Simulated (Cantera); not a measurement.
Charge: 1 mol Al, 6.1 mol N2O, a varied amount of H2, equilibrated at 1677 °C and 10.0 mbar.

These are equilibrium values from Cantera (NASA tables, ideal gas, pure condensed phases), not measurements of a reactor. Candidate condensed phases: Al, AlN, Al2O3, H2O; 35 gas species. Rates play no part.

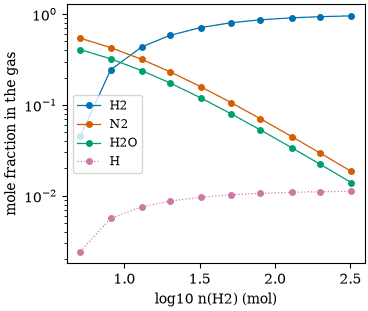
Figure: Equilibrium gas composition (values under 1e-9 drawn at 1e-9)

From 5.1 mol H2 to 320 mol H2 the condensed part is Al2O3(s).
